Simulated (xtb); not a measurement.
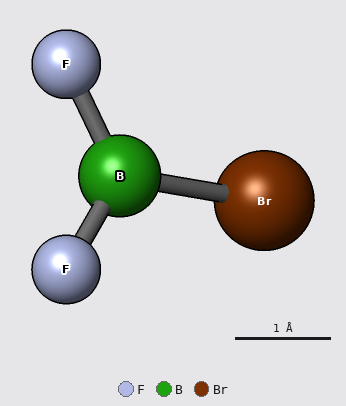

Figure 1. The input geometry (ball-and-stick view, seen at a tilt).

## Run report: BBrF₂, geometry relaxation (part 1 of 2)

The run: geometry relaxation of BBrF₂. Method and program: GFN2-xTB (xtb 6.7.1 later snapshot).

The geometry comes from this level: GFN2-xTB.

Input (input.xyz)
```
4
start
F     -0.21854    -1.35202    -0.10866
B     -0.10796    -0.05341    -0.01600
F     -1.20263     0.64857    -0.14259
Br     1.52914     0.75686     0.26725
```

File detailed.inp
```
$chrg 0
$spin 0
$end
```

Command:
```bash
xtb input.xyz -I detailed.inp -o vtight > xtb.out 2> xtb.err
```

Output
```
* xtb version 6.7.1
   ID    Z sym.   atoms
    1    9 F      1, 3
    2    5 B      2
    3   35 Br     4

           -------------------------------------------------
          |                Calculation Setup                |
           -------------------------------------------------

          program call               : xtb input.xyz -I detailed.inp -o vtight
          coordinate file            : input.xyz
          omp threads                :                     1

           -------------------------------------------------
          |                 G F N 2 - x T B                 |
           -------------------------------------------------

      * Hamiltonian:
        H0-scaling (s, p, d)           1.850000    2.230000    2.230000
        zeta-weighting                 0.500000
      * Dispersion:
        s8                             2.700000
        a1                             0.520000
        a2                             5.000000
        s9                             5.000000
      * Repulsion:
        kExp                           1.500000    1.000000
        rExp                           1.000000
      * Coulomb:
        alpha                          2.000000
        third order                    shell-resolved
        anisotropic                    true
        a3                             3.000000
        a5                             4.000000
        cn-shift                       1.200000
        cn-exp                         4.000000
        max-rad                        5.000000

          ...................................................
          :                      SETUP                      :
          :.................................................:
          :  # basis functions                  22          :
          :  # atomic orbitals                  21          :
          :  # shells                            9          :
          :  # electrons                        24          :
          :  max. iterations                   250          :
          :  Hamiltonian                  GFN2-xTB          :
          :  restarted?                      false          :
          :  GBSA solvation                  false          :
          :  PC potential                    false          :
          :  electronic temp.          300.0000000     K    :
          :  accuracy                    1.0000000          :
          :  -> integral cutoff          0.2500000E+02      :
          :  -> integral neglect         0.1000000E-07      :
          :  -> SCF convergence          0.1000000E-05 Eh   :
          :  -> wf. convergence          0.1000000E-03 e    :
          :  Broyden damping             0.4000000          :
          :  net charge                          0          :
          :  unpaired electrons                  0          :
          ...................................................

 iter      E             dE          RMSdq      gap      omega  full diag
   1    -14.7589676 -0.147590E+02  0.105E+01    7.86       0.0  T
   2    -14.9210217 -0.162054E+00  0.774E+00    4.20       1.0  T
   3    -14.9440392 -0.230175E-01  0.425E+00    5.34       1.0  T
   4    -14.9481357 -0.409645E-02  0.219E+00    4.66       1.0  T
   5    -14.9535332 -0.539752E-02  0.120E+00    5.33       1.0  T
   6    -14.9554329 -0.189972E-02  0.702E-01    5.21       1.0  T
   7    -14.9557170 -0.284048E-03  0.407E-01    5.00       1.0  T
   8    -14.9560625 -0.345567E-03  0.150E-01    5.09       1.0  T
   9    -14.9560905 -0.280282E-04  0.528E-02    5.11       1.0  T
  10    -14.9560947 -0.415695E-05  0.102E-02    5.12       4.9  T
  11    -14.9560950 -0.307991E-06  0.175E-03    5.12      28.6  T
  12    -14.9560950 -0.158910E-08  0.668E-04    5.12      74.9  T
  13    -14.9560950 -0.929679E-09  0.172E-04    5.12     291.4  T

   *** convergence criteria satisfied after 13 iterations ***

         #    Occupation            Energy/Eh            Energy/eV
      -------------------------------------------------------------
         1        2.0000           -0.8828421             -24.0234
       ...           ...                  ...                  ...
         6        2.0000           -0.5990257             -16.3003
         7        2.0000           -0.5948504             -16.1867
         8        2.0000           -0.5641137             -15.3503
         9        2.0000           -0.5563942             -15.1403
        10        2.0000           -0.5179306             -14.0936
        11        2.0000           -0.4741485             -12.9022
        12        2.0000           -0.4640591             -12.6277 (HOMO)
        13                         -0.2757762              -7.5043 (LUMO)
        14                         -0.1261454              -3.4326
        15                         -0.0045216              -0.1230
        16                         -0.0032301              -0.0879
        17                         -0.0032037              -0.0872
       ...                                ...                  ...
        21                          0.8233722              22.4051
      -------------------------------------------------------------
                  HL-Gap            0.1882829 Eh            5.1234 eV
             Fermi-level           -0.3699177 Eh          -10.0660 eV

 SCC (total)                   0 d,  0 h,  0 min,  0.004 sec
 SCC setup                      ...        0 min,  0.000 sec (  2.428%)
 Dispersion                     ...        0 min,  0.000 sec (  0.621%)
 classical contributions        ...        0 min,  0.000 sec (  0.155%)
 integral evaluation            ...        0 min,  0.001 sec ( 13.200%)
 iterations                     ...        0 min,  0.002 sec ( 60.224%)
 molecular gradient             ...        0 min,  0.001 sec ( 20.557%)
 printout                       ...        0 min,  0.000 sec (  2.004%)

         :::::::::::::::::::::::::::::::::::::::::::::::::::::
         ::                     SUMMARY                     ::
         :::::::::::::::::::::::::::::::::::::::::::::::::::::
         :: total energy             -14.910401505709 Eh    ::
         :: gradient norm              0.000607769032 Eh/a0 ::
         :: HOMO-LUMO gap              5.123438627590 eV    ::
         ::.................................................::
         :: SCC energy               -14.956094959769 Eh    ::
         :: -> isotropic ES            0.062542881352 Eh    ::
         :: -> anisotropic ES         -0.002009821963 Eh    ::
         :: -> anisotropic XC         -0.022091912196 Eh    ::
         :: -> dispersion             -0.001673895492 Eh    ::
         :: repulsion energy           0.045693454060 Eh    ::
         :: add. restraining           0.000000000000 Eh    ::
         :: total charge              -0.000000000000 e     ::
         :::::::::::::::::::::::::::::::::::::::::::::::::::::

      -----------------------------------------------------------
     |                   =====================                   |
     |                        A N C O P T                        |
     |                   =====================                   |
     |               Approximate Normal Coordinate               |
     |                Rational Function Optimizer                |
      -----------------------------------------------------------

          ...................................................
          :                      SETUP                      :
          :.................................................:
          :   optimization level         verytight          :
          :   max. optcycles                   200          :
          :   ANC micro-cycles                  20          :
          :   degrees of freedom                 6          :
          :.................................................:
          :   RF solver                   davidson          :
          :   write xtbopt.log                true          :
          :   linear?                        false          :
          :   energy convergence         0.1000000E-06 Eh   :
          :   grad. convergence          0.2000000E-03 Eh/α :
          :   maximum RF displ.          1.0000000          :
          :   Hlow (freq-cutoff)         0.1000000E-01      :
          :   Hmax (freq-cutoff)         5.0000000          :
          :   S6 in model hess.         20.0000000          :
          ...................................................

generating ANC from exact Hessian ...
Using Lindh-Hessian (1995)
 Shifting diagonal of input Hessian by    9.9414871826960845E-003
 Lowest  eigenvalues of input Hessian
    0.000000    0.000000    0.000000    0.000000    0.000000    0.000000
    0.010000    0.112767    0.255285    0.543928    1.515008    1.863568
 Highest eigenvalues
    0.010000    0.112767    0.255285    0.543928    1.515008    1.863568

........................................................................
.............................. CYCLE    1 ..............................
........................................................................

 iter      E             dE          RMSdq      gap      omega  full diag
   1    -14.9560950 -0.149561E+02  0.989E-06    5.12       0.0  T
   2    -14.9560950 -0.905942E-13  0.656E-06    5.12    7617.8  T
   3    -14.9560950 -0.408562E-13  0.511E-06    5.12    9779.5  T
     SCC iter.                  ...        0 min,  0.001 sec
     gradient                   ...        0 min,  0.001 sec
 * total energy  :   -14.9104015 Eh     change       -0.7848300E-10 Eh
   gradient norm :     0.0006077 Eh/α   predicted     0.0000000E+00 (-100.00%)
   displ. norm   :     0.0890706 α      lambda       -0.3541932E-04
   maximum displ.:     0.0890693 α      in ANC's #1, #3, #4, ...

........................................................................
.............................. CYCLE    2 ..............................
........................................................................

 iter      E             dE          RMSdq      gap      omega  full diag
   1    -14.9553813 -0.149554E+02  0.286E-01    5.09       0.0  T
   2    -14.9553825 -0.128275E-05  0.169E-01    5.09       1.0  T
   3    -14.9553833 -0.729627E-06  0.300E-02    5.09       1.7  T
   4    -14.9553833 -0.794439E-07  0.187E-02    5.09       2.7  T
   5    -14.9553836 -0.287452E-06  0.103E-02    5.09       4.9  T
   6    -14.9553837 -0.482421E-07  0.334E-03    5.09      15.0  T
   7    -14.9553837 -0.518743E-08  0.304E-04    5.09     164.3  T
   8    -14.9553837 -0.237730E-10  0.144E-04    5.09     347.3  T
     SCC iter.                  ...        0 min,  0.001 sec
     gradient                   ...        0 min,  0.001 sec
 * total energy  :   -14.9100784 Eh     change        0.3231261E-03 Eh
   gradient norm :     0.0079883 Eh/α   predicted    -0.1777084E-04 (-105.50%)
   displ. norm   :     0.0550131 α      lambda       -0.4341811E-03
   maximum displ.:     0.0550130 α      in ANC's #1, #4, #5, ...

........................................................................
.............................. CYCLE    3 ..............................
........................................................................

 iter      E             dE          RMSdq      gap      omega  full diag
   1    -14.9560446 -0.149560E+02  0.177E-01    5.12       0.0  T
   2    -14.9560452 -0.559626E-06  0.105E-01    5.12       1.0  T
   3    -14.9560454 -0.208864E-06  0.193E-02    5.12       2.6  T
   4    -14.9560455 -0.116387E-06  0.129E-02    5.12       3.9  T
   5    -14.9560456 -0.110637E-06  0.647E-03    5.12       7.7  T
   6    -14.9560456 -0.182822E-07  0.237E-03    5.12      21.1  T
   7    -14.9560456 -0.257124E-08  0.207E-04    5.12     241.0  T
   8    -14.9560456 -0.106475E-10  0.116E-04    5.12     430.4  T
     SCC iter.                  ...        0 min,  0.001 sec
     gradient                   ...        0 min,  0.001 sec
 * total energy  :   -14.9103671 Eh     change       -0.2886710E-03 Eh
   gradient norm :     0.0026261 Eh/α   predicted    -0.2177472E-03 ( -24.57%)
   displ. norm   :     0.0274622 α      lambda       -0.7197350E-04
   maximum displ.:     0.0274585 α      in ANC's #1, #4, #5, ...

........................................................................
.............................. CYCLE    4 ..............................
........................................................................

 iter      E             dE          RMSdq      gap      omega  full diag
   1    -14.9560844 -0.149561E+02  0.879E-02    5.12       0.0  T
   2    -14.9560845 -0.103447E-06  0.521E-02    5.12       1.0  T
   3    -14.9560846 -0.811020E-07  0.896E-03    5.12       5.6  T
   4    -14.9560846 -0.165718E-07  0.380E-03    5.12      13.1  T
   5    -14.9560846 -0.389118E-08  0.264E-03    5.12      19.0  T
   6    -14.9560846 -0.495261E-08  0.249E-04    5.12     200.5  T
   7    -14.9560846 -0.475975E-10  0.936E-05    5.12     534.3  T
     SCC iter.                  ...        0 min,  0.001 sec
     gradient                   ...        0 min,  0.001 sec
 * total energy  :   -14.9104034 Eh     change       -0.3632778E-04 Eh
   gradient norm :     0.0001824 Eh/α   predicted    -0.3601345E-04 (  -0.87%)
   displ. norm   :     0.0005396 α      lambda       -0.4354660E-07
   maximum displ.:     0.0004055 α      in ANC's #1, #4, #5, ...
```
